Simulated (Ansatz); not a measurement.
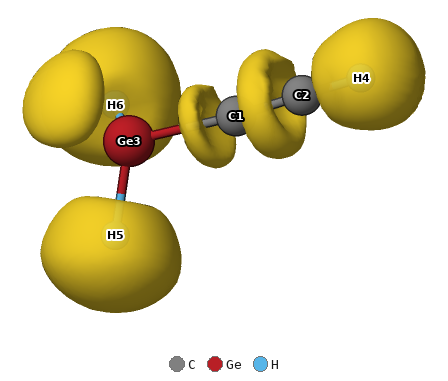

Figure 1: C2H3Ge (SMILES C#[C][GeH2]) (doublet). Isosurface of the electron localisation function at 0.8 (yellow), seen at a tilt. Only the valence region is drawn (cores and ρ < 0.01 e/Å³ removed).

Geometry: PBE-D3(BJ)/def2-SVP.

Method: isolated molecule in a Gaussian basis; Kohn-Sham density functional theory, functional PBE0 in Ansatz 0.2.0.

The calculation's input:

```
crystal:
  periodic: [false, false, false]
  atoms:
    - {symbol: C, position_ang: [-2.011451, -0.717530, -0.488692]}
    - {symbol: C, position_ang: [-3.183914, -1.018835, -0.722821]}
    - {symbol: Ge, position_ang: [-0.284557, -0.055990, -0.089658]}
    - {symbol: H, position_ang: [-4.205911, -1.307003, -0.933259]}
    - {symbol: H, position_ang: [0.632230, -0.180915, -1.338875]}
    - {symbol: H, position_ang: [0.294770, -0.799222, 1.146723]}
basis:
  gaussian:
    orbitals: def2-TZVPD
hamiltonian:
  xc: {name: PBE0}
magnetization:
  spin_polarized: true
  initial_magnetization: 1
output: {forces: true, orbitals: {seedname: orbitals}}
```

Run with:

```sh
ansatz run input.yaml --threads 1 --pin off --max-ram 2610MiB --events-out events.jsonl --progress --plain --runs-dir runs
```

Q: Where are the electrons localised?

A: The surface consists of one region between bonded C–C atoms (shared pairs), three regions around hydrogen nuclei, one lobe of the valence shell of C pointing towards Ge (polar bonds) and one lobe on Ge, pointing away from the bonds (non-bonding electrons).

Values along the shortest contacts:
C–C (1.23 Å): the ELF peaks at about 0.85 between the atoms; a multiple bond. C–Ge (1.89 Å): the ELF peaks at about 0.95 in the valence shell of C, 0.7 Å from its nucleus, and is about 0.55 at the midpoint.
